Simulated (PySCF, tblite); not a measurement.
# C6H10FSi+: a rotation path, then NMR shifts on frames

How do NMR shifts of C6H10FSi+ (`CC#CC[Si+](C)CF`) change as the atoms move?

Computed with tblite 0.8.0 and PySCF 2.14.0, with density-fitted response routines of our own, on a single molecule in the gas phase. Atoms count from 0, in the outputs and in this text.

**1. The starting structure**

18 atoms, charge 1, multiplicity 1; geometry from: GFN2-xTB.

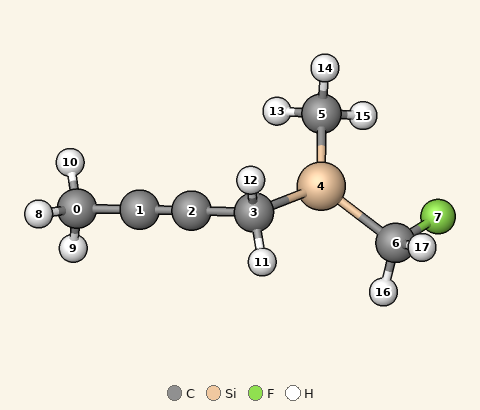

The starting geometry (carbon grey, silicon light orange, fluorine green, hydrogen white), atoms numbered.

**2. The rotation path with GFN2-xTB**

The job: settings as JSON, then the geometry in Å.

```
{"job": {"kind": "neb", "xc": "GFN2-xTB", "basis": "xTB", "atoms": [3, 4, 6, 7], "turn": 120}, "charge": 1, "multiplicity": 1}
C      3.393777     1.452845    -0.743138
C      2.174387     0.757429    -1.060411
C      1.163994     0.178112    -1.347057
C     -0.053459    -0.537035    -1.718960
Si    -1.284808    -0.482926    -0.282065
C     -1.778430     1.012526     0.736492
C     -2.037052    -2.165925     0.249914
F     -2.878117    -1.929494     1.306469
H      3.988845     1.582127    -1.645588
H      3.972273     0.885161    -0.016206
H      3.163951     2.433922    -0.330323
H      0.206684    -1.570293    -1.987372
H     -0.464801    -0.066986    -2.619441
H     -0.903411     1.559700     1.092849
H     -2.379675     1.715788     0.156276
H     -2.370747     0.712057     1.606540
H     -1.286089    -2.886689     0.594865
H     -2.636083    -2.644000    -0.534022
```

Method: GFN2-xTB climbing-image nudged elastic band, gas phase.

Started as:

```bash
OMP_NUM_THREADS=1 python probes_run.py task.json out
```

The driver reads the jobs from task.json and runs them one after another.

Output:

```text
image   E - E0 / eV
  0       0.0000
  1       0.0065
  2       0.0258
  3       0.0472
  4       0.0605
  5       0.0606
  6       0.0461
  7       0.0251
  8       0.0115
```

Run time: 4.7 s. Hardware: 1 thread of Arm Neoverse V1, shared host; peak memory 0.18 GiB.

The final band, with the dihedral C3–Si4–C6–F7:

| image | dihedral (°) | energy (eV) | energy (kcal/mol) |
| --- | --- | --- | --- |
| 0 | 179 | 0.000 | 0.0 |
| 1 | 201 | 0.006 | 0.1 |
| 2 | 223 | 0.026 | 0.6 |
| 3 | 245 | 0.047 | 1.1 |
| 4 | 267 | 0.060 | 1.4 |
| 5 | 288 | 0.061 | 1.4 |
| 6 | 310 | 0.046 | 1.1 |
| 7 | 332 | 0.025 | 0.6 |
| 8 | 353 | 0.011 | 0.3 |

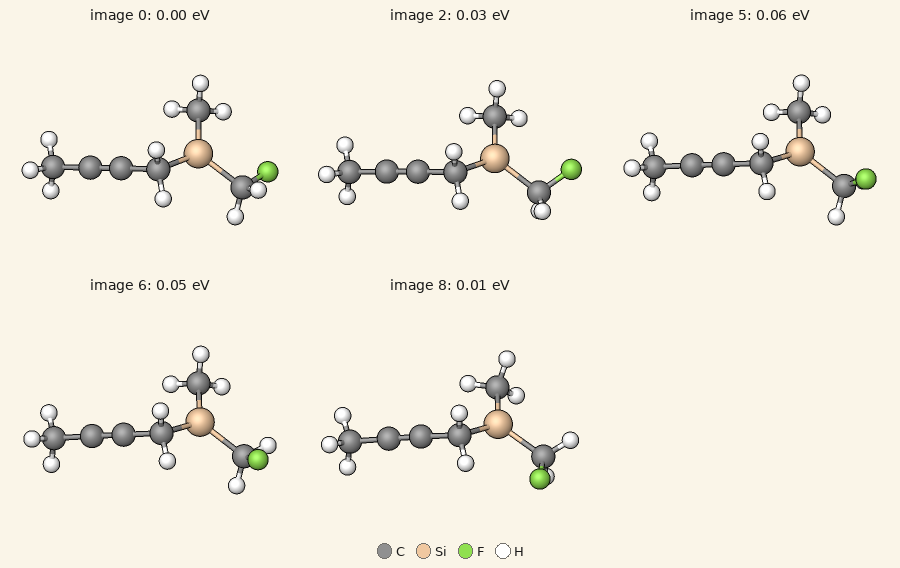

Images along the band.

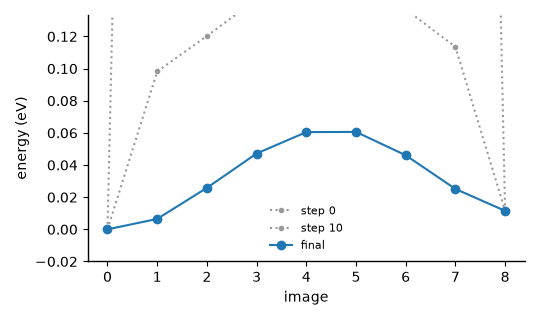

Energy along the band, early and final.

**3. Nuclear shieldings: image 0, PBE0/pcSseg-1**

The job: settings as JSON, then the geometry in Å.

```
{"job": {"kind": "nmr", "xc": "PBE0", "basis": "pcSseg-1", "pop": false}, "charge": 1, "multiplicity": 1}
C      3.393800     1.452800    -0.743100
C      2.174400     0.757400    -1.060400
C      1.164000     0.178100    -1.347100
C     -0.053500    -0.537000    -1.719000
Si    -1.284800    -0.482900    -0.282100
C     -1.778400     1.012500     0.736500
C     -2.037100    -2.165900     0.249900
F     -2.878100    -1.929500     1.306500
H      3.988800     1.582100    -1.645600
H      3.972300     0.885200    -0.016200
H      3.164000     2.433900    -0.330300
H      0.206700    -1.570300    -1.987400
H     -0.464800    -0.067000    -2.619400
H     -0.903400     1.559700     1.092800
H     -2.379700     1.715800     0.156300
H     -2.370700     0.712100     1.606500
H     -1.286100    -2.886700     0.594900
H     -2.636100    -2.644000    -0.534000
```

Method: GIAO PBE0/pcSseg-1 NMR shielding, non-relativistic, gas phase.

Output:

```text
coarse grid: 15432 points
cycle   1  E = -622.9227246035  dE =  1.054e+00  |g| = 6.624e-01  |ddm| = 4.202e+00
cycle   2  E = -622.5708129245  dE =  3.519e-01  |g| = 1.242e+00  |ddm| = 1.967e+00
cycle   3  E = -623.0158215306  dE = -4.450e-01  |g| = 2.234e-01  |ddm| = 1.556e+00
cycle   4  E = -623.0295988401  dE = -1.378e-02  |g| = 8.327e-02  |ddm| = 3.592e-01
cycle   5  E = -623.0301990891  dE = -6.002e-04  |g| = 6.046e-02  |ddm| = 9.693e-02
cycle   6  E = -623.0310758294  dE = -8.767e-04  |g| = 1.264e-02  |ddm| = 5.173e-02
cycle   7  E = -623.0311146911  dE = -3.886e-05  |g| = 2.516e-03  |ddm| = 1.200e-02
cycle   8  E = -623.0311163675  dE = -1.676e-06  |g| = 8.729e-04  |ddm| = 3.320e-03
final grid: 144504 points
cycle   9  E = -623.0857259384  dE = -3.425e-05  |g| = 9.334e-03  |ddm| = 3.484e-02
cycle  10  E = -623.0857209263  dE =  5.012e-06  |g| = 1.096e-02  |ddm| = 1.532e-02
cycle  11  E = -623.0857464814  dE = -2.556e-05  |g| = 1.273e-03  |ddm| = 7.846e-03
cycle  12  E = -623.0857467322  dE = -2.508e-07  |g| = 2.343e-04  |ddm| = 1.071e-03
cycle  13  E = -623.0857467378  dE = -5.561e-09  |g| = 1.497e-04  |ddm| = 2.795e-04
cycle  14  E = -623.0857467430  dE = -5.258e-09  |g| = 4.561e-05  |ddm| = 1.367e-04
cycle  15  E = -623.0857467435  dE = -4.823e-10  |g| = 8.185e-06  |ddm| = 4.470e-05
converged SCF energy = -623.0857467435

GIAO shielding tensors (ppm)
atom      isotropic    diamagn.    paramagn.     s11        s22        s33       span
  0 C      182.017     255.555     -73.538    172.382    174.615    199.054     26.671
  1 C       80.714     268.407    -187.693    -15.935     -0.354    258.432    274.366
  2 C      126.250     264.927    -138.677     42.654     68.066    268.029    225.376
  3 C      164.063     257.870     -93.807    138.704    166.730    186.754     48.051
  4 Si     -42.106     881.473    -923.580   -275.860   -125.456    274.997    550.856
  5 C      176.945     258.121     -81.176    141.417    192.422    196.996     55.580
  6 C       94.768     251.323    -156.555     70.156     74.863    139.287     69.131
  7 F      457.526     469.314     -11.788    412.325    471.777    488.476     76.151
  8 H       29.213      24.910       4.304     24.038     27.060     36.543     12.505
  9 H       29.376      30.184      -0.808     24.309     27.494     36.325     12.016
 10 H       29.465      30.896      -1.431     24.252     27.819     36.324     12.073
 11 H       27.674      29.377      -1.703     22.718     26.900     33.403     10.685
 12 H       28.049      28.023       0.025     22.943     26.625     34.579     11.636
 13 H       29.070      33.037      -3.968     24.028     27.213     35.968     11.940
 14 H       29.716      28.341       1.375     25.071     26.354     37.723     12.652
 15 H       28.209      28.701      -0.493     23.501     27.059     34.067     10.566
 16 H       25.710      29.251      -3.542     22.002     25.528     29.599      7.597
 17 H       25.730      26.419      -0.689     21.805     25.711     29.674      7.869
```

Wall time 26 s (1 thread of Arm Neoverse V1, shared host); peak memory 0.85 GiB.

Shifts follow as δ = σ(reference) − σ, with reference shieldings (ppm) from runs at the same level and on the same kind of geometry: 1H TMS 31.72, 13C TMS 186.9, 29Si TMS 349.2, 19F CFCl3 170.9. The references are single molecules in the gas phase, so shifts against H2O, NH3, PH3, H3PO4 or CFCl3 are not on the usual liquid scales and can be off by tens of ppm. Each atom is listed at this fixed geometry, with no averaging over motion; a spectrum would average atoms that exchange fast.

| atoms | environment | σ (ppm) | δ (ppm) |
| --- | --- | --- | --- |
| C1 | alkyne carbon | 80.7 | 106.2 |
| C6 | sp3 CH2 bonded to F and Si | 94.8 | 92.2 |
| C2 | alkyne carbon | 126.2 | 60.7 |
| C3 | propargylic sp3 CH2 bonded to Si | 164.1 | 22.9 |
| C5 | methyl carbon bonded to Si | 176.9 | 10.0 |
| C0 | propargylic methyl carbon | 182.0 | 4.9 |
| H16 | hydrogen on an sp3 CH2 bonded to F and Si | 25.71 | 6.01 |
| H17 | hydrogen on an sp3 CH2 bonded to F and Si | 25.73 | 5.99 |
| H11 | hydrogen on a propargylic sp3 CH2 bonded to Si | 27.67 | 4.04 |
| H12 | hydrogen on a propargylic sp3 CH2 bonded to Si | 28.05 | 3.67 |
| H15 | hydrogen on a methyl carbon bonded to Si | 28.21 | 3.51 |
| H13 | hydrogen on a methyl carbon bonded to Si | 29.07 | 2.65 |
| H8 | hydrogen on a propargylic methyl carbon | 29.21 | 2.50 |
| H9 | hydrogen on a propargylic methyl carbon | 29.38 | 2.34 |
| H10 | hydrogen on a propargylic methyl carbon | 29.46 | 2.25 |
| H14 | hydrogen on a methyl carbon bonded to Si | 29.72 | 2.00 |
| Si4 | silicon bonded to 3 C | -42.1 | 391.3 |
| F7 | fluorine on an sp3 carbon | 457.5 | -286.6 |

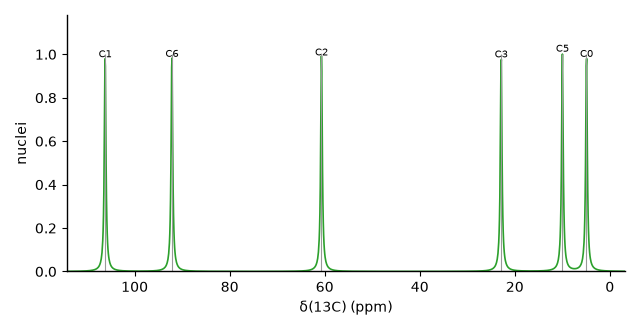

13C lines at the computed shifts, without couplings. Lines are broadened to a width of 0.41 ppm (Lorentzian).

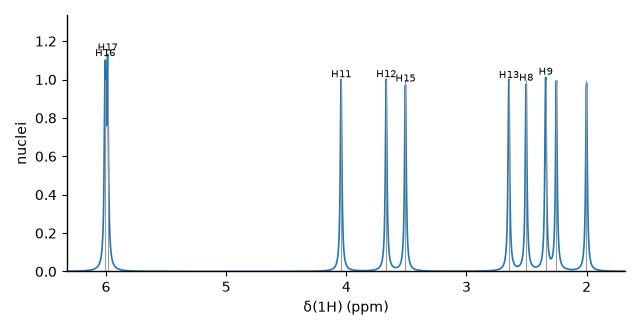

1H lines at the computed shifts, without couplings. Lines are broadened to a width of 0.02 ppm (Lorentzian).

**4. NMR shieldings: image 2, PBE0/pcSseg-1**

The job: settings as JSON, then the geometry in Å.

```
{"job": {"kind": "nmr", "xc": "PBE0", "basis": "pcSseg-1", "pop": false}, "charge": 1, "multiplicity": 1}
C      3.399300     1.436200    -0.801100
C      2.159000     0.771900    -1.105800
C      1.136700     0.204800    -1.373600
C     -0.095600    -0.491500    -1.727100
Si    -1.270800    -0.480700    -0.242200
C     -1.726600     0.991000     0.831700
C     -2.019800    -2.173300     0.274000
F     -3.345900    -1.957700     0.554400
H      3.976300     1.583900    -1.712400
H      3.982000     0.835100    -0.105400
H      3.197500     2.407200    -0.351800
H      0.150600    -1.518800    -2.033100
H     -0.532200     0.010600    -2.600000
H     -0.833200     1.522900     1.166200
H     -2.342800     1.714300     0.293000
H     -2.293600     0.677200     1.713600
H     -1.572500    -2.585600     1.186200
H     -1.977100    -2.941300    -0.507800
```

With the program's defaults for keys left out, this is: GIAO PBE0/pcSseg-1 NMR shielding, non-relativistic, gas phase.

Output:

```text
coarse grid: 15432 points
cycle   1  E = -622.9190499992  dE =  1.050e+00  |g| = 6.620e-01  |ddm| = 4.211e+00
cycle   2  E = -622.5516508133  dE =  3.674e-01  |g| = 1.260e+00  |ddm| = 1.960e+00
cycle   3  E = -623.0118761125  dE = -4.602e-01  |g| = 2.263e-01  |ddm| = 1.556e+00
cycle   4  E = -623.0261420581  dE = -1.427e-02  |g| = 8.454e-02  |ddm| = 3.517e-01
cycle   5  E = -623.0267895071  dE = -6.474e-04  |g| = 6.012e-02  |ddm| = 9.660e-02
cycle   6  E = -623.0276506431  dE = -8.611e-04  |g| = 1.331e-02  |ddm| = 5.158e-02
cycle   7  E = -623.0276931940  dE = -4.255e-05  |g| = 2.664e-03  |ddm| = 1.230e-02
cycle   8  E = -623.0276949662  dE = -1.772e-06  |g| = 9.065e-04  |ddm| = 3.378e-03
final grid: 144504 points
cycle   9  E = -623.0831039157  dE = -3.686e-05  |g| = 9.316e-03  |ddm| = 3.379e-02
cycle  10  E = -623.0830986940  dE =  5.222e-06  |g| = 1.102e-02  |ddm| = 1.519e-02
cycle  11  E = -623.0831244118  dE = -2.572e-05  |g| = 1.321e-03  |ddm| = 7.727e-03
cycle  12  E = -623.0831246823  dE = -2.706e-07  |g| = 2.494e-04  |ddm| = 1.063e-03
cycle  13  E = -623.0831246894  dE = -7.045e-09  |g| = 1.422e-04  |ddm| = 2.794e-04
cycle  14  E = -623.0831246940  dE = -4.655e-09  |g| = 4.776e-05  |ddm| = 1.342e-04
cycle  15  E = -623.0831246946  dE = -5.318e-10  |g| = 8.973e-06  |ddm| = 4.634e-05
converged SCF energy = -623.0831246946

GIAO shielding tensors (ppm)
atom      isotropic    diamagn.    paramagn.     s11        s22        s33       span
  0 C      181.865     255.724     -73.859    172.166    174.729    198.700     26.534
  1 C       79.141     268.509    -189.368    -16.581     -0.234    254.238    270.819
  2 C      125.558     265.486    -139.928     41.409     68.982    266.282    224.873
  3 C      162.354     257.234     -94.880    137.313    164.522    185.227     47.913
  4 Si     -13.364     881.229    -894.593   -246.094    -71.059    277.060    523.154
  5 C      174.996     258.112     -83.116    142.641    189.082    193.265     50.624
  6 C       99.458     251.148    -151.690     68.694     81.475    148.205     79.511
  7 F      462.052     468.117      -6.065    402.228    460.452    523.477    121.249
  8 H       29.205      24.894       4.311     24.049     27.038     36.528     12.479
  9 H       29.378      30.352      -0.974     24.318     27.548     36.268     11.949
 10 H       29.484      30.894      -1.410     24.274     27.811     36.368     12.094
 11 H       27.579      29.400      -1.821     22.364     26.839     33.533     11.170
 12 H       27.780      27.854      -0.074     22.795     26.412     34.133     11.338
 13 H       28.958      33.076      -4.118     23.940     27.339     35.594     11.654
 14 H       29.510      28.367       1.143     25.165     26.255     37.108     11.943
 15 H       28.572      28.784      -0.212     24.231     26.876     34.610     10.379
 16 H       25.801      29.226      -3.425     22.912     25.123     29.368      6.456
 17 H       25.700      27.831      -2.131     21.674     25.552     29.875      8.201
```

It took 26 s on 1 thread of Arm Neoverse V1, shared host; peak memory 0.87 GiB.

Key values: δ C1 107.8, C6 87.5, C2 61.4, C3 24.6, H17 6.02, H16 5.92 ppm.

[end of part 1 of 2]
